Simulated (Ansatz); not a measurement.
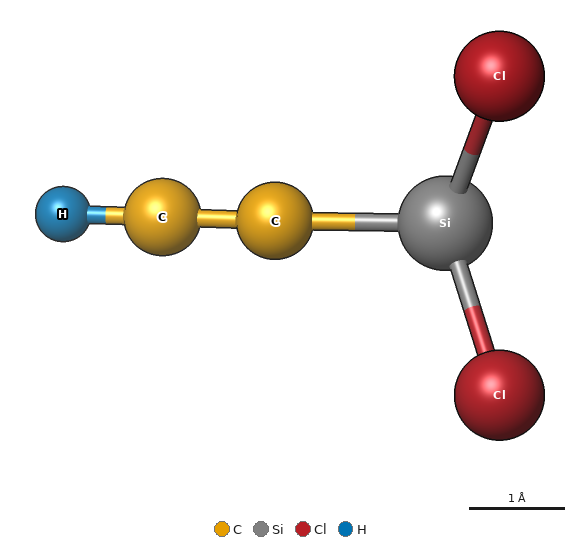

Starting structure of C$_{2}$HCl$_{2}$Si (multiplicity 2). Style: ball-and-stick. Shown at a tilt.

The start comes from PBE-D4/def2-SVP.

All numbers below come from Ansatz 0.2.0, UKS PBE0-D4/def2-TZVP.

Input file:
```yaml
crystal:
  periodic: [false, false, false]
  atoms:
    - {symbol: C, position_ang: [1.340870, 0.489814, 1.125935]}
    - {symbol: C, position_ang: [0.517155, 0.097746, 0.298618]}
    - {symbol: Si, position_ang: [-0.506042, -0.593651, -1.037483]}
    - {symbol: Cl, position_ang: [-1.938264, -1.860401, -0.221475]}
    - {symbol: Cl, position_ang: [-1.421162, 0.957786, -2.075316]}
    - {symbol: H, position_ang: [2.049443, 0.844705, 1.863622]}
basis:
  gaussian: {orbitals: def2-TZVP}
magnetization: {spin_polarized: true, initial_magnetization: 1}
hamiltonian: {xc: pbe0, dispersion: d4}
relax: {f_tol: 0.005, max_steps: 150}
```

> Where does the relaxation end?

The largest moves after the best rigid fit, 0.039 Å, are those of Cl4, Cl5 and H6. Largest moves by element: H 0.039 Å, Cl 0.039 Å, C 0.023 Å, Si 0.019 Å. Near-neighbour distances that change, for instance: Si3–Cl4 2.079 → 2.043 Å, C1–C2 1.232 → 1.208 Å, C1–H6 1.083 → 1.067 Å, C2–Si3 1.819 → 1.804 Å. After 8 geometry steps the energy has fallen by 5.71 kJ/mol. Largest force component: 1.3 eV/Å at the start, 0.0017 eV/Å at the end.

The structure at the end:

```xyz
6

C     1.3245    0.4835    1.1115
C     0.5215    0.0954    0.2972
Si   -0.5044   -0.5838   -1.0218
Cl   -1.9140   -1.8306   -0.2261
Cl   -1.4060    0.9370   -2.0463
H     2.0204    0.8345    1.8394
```
